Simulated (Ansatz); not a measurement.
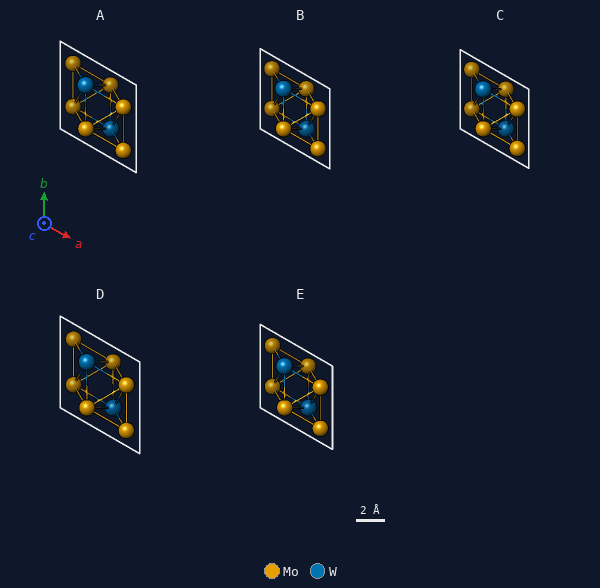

5 geometries from one relaxation of crystalline Mo₃W (a generated structure, set up in P6_3/mmc) (coarse preliminary run), in shuffled order. Style: ball-and-stick. Shown: the cell of the calculation, along the c axis.

The calculation used DFT PBE, scalar-relativistic, plane waves, PAW (Ansatz). (plane-wave cutoff 420 eV; k-point mesh 3 × 3 × 4; occupations gaussian; smearing width 0.1 eV; no spin polarisation; cell and atoms relaxed; force threshold 0.04 eV/Å; at most 70 steps)

> Put them in the order of the run, from the start to the converged end.

D, A, E, C, B. They are steps 0, 1, 2, 3, 7, at +1401 meV per atom, +626 meV per atom, +108 meV per atom, +34.5 meV per atom relative to the last. The energy falls by 1401 meV per atom in 6 accepted moves (7 points after the start). The largest force component goes from 0.28 to 0.012 eV/Å. Pressure: −41.15 GPa at the start and 0.01 GPa at the end. The SCF was repeated once at an unchanged geometry on a basis and grid sized afresh for the cell, which shifted the energy by 1.0 meV per atom at most. No atom moves by more than 0.005 Å relative to the cell. Cell: a = b 6.583 → 5.753 Å (−12.6 %), c 5.066 → 4.491 Å (−11.3 %). Volume −32.3 %. Some distances before and after: Mo–Mo 3.312 → 2.891 Å, Mo–W 3.292 → 2.877 Å, Mo–Mo 3.271 → 2.862 Å, Mo–Mo 3.174 → 2.798 Å. The space group stays P6_3/mmc (No. 194).
